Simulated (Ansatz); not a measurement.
# Ga3PN2: what the fields show

```
N P Ga
1.0
     3.39635    0.00000    0.00000
    -1.69817    2.94132    0.00000
     0.00000    0.00000    8.44531
N P Ga
2 1 3
Cartesian
  0.0000 0.0000 0.1403
  0.0000 1.9609 2.6642
  1.6982 0.9804 5.5937
  0.0000 1.9609 0.7139
  1.6982 0.9804 3.2536
  0.0000 0.0000 6.6363
```

Space group P3m1; started from the ordered alloy on zincblende lattice prototype, which need not be the ambient phase.

Method: Ansatz, DFT, HSE06, plane waves, PAW.

Core electrons are frozen (PAW), and the valence fields are smoothed inside the atomic spheres.

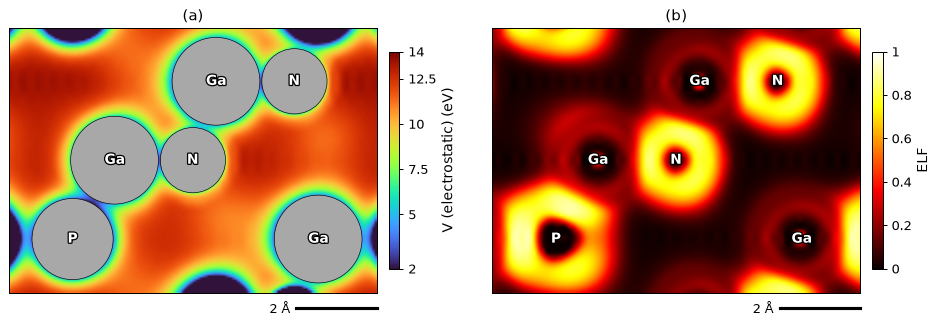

Figure 1. (a) electrostatic potential (local pseudopotential plus Hartree) felt by an electron; (b) ELF on the (110) plane of the conventional cell. Grey discs cover the atomic cores in the potential map.

What does the map show?

- The plane passes through N, P and Ga nuclei.
- Ga–N (1.95 Å): the ELF peaks at about 0.85 in the valence shell of N, 0.7 Å from its nucleus, and is about 0.50 at the midpoint.
- Ga–P (2.22 Å): the ELF peaks at about 0.90 in the valence shell of P, 0.8 Å from its nucleus, and is about 0.75 at the midpoint.
- Ga–N (2.04 Å): the ELF peaks at about 0.85 in the valence shell of N, 0.7 Å from its nucleus, and is about 0.45 at the midpoint.
- Outside the cores the potential energy rises away from the atoms and is highest about 1.7 Å from the nearest atoms; its zero is arbitrary.

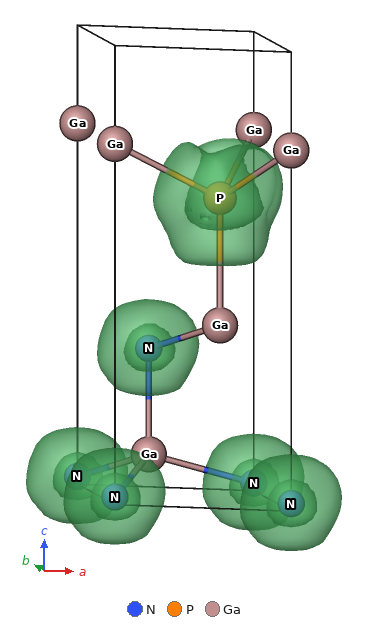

Figure 2. Isosurface of the electron localisation function at 0.7 (green), seen slightly off an axis. Core shells and regions of very low density are left out. Sticks mark near contacts.

Describe the localisation domains.

The surface consists of one region on P in which the atom's valence shell and bonds are merged and two regions wrapped around N (the valence shell of each), counted in one cell of 6 atoms. Any copies at cell faces, edges or corners count once.
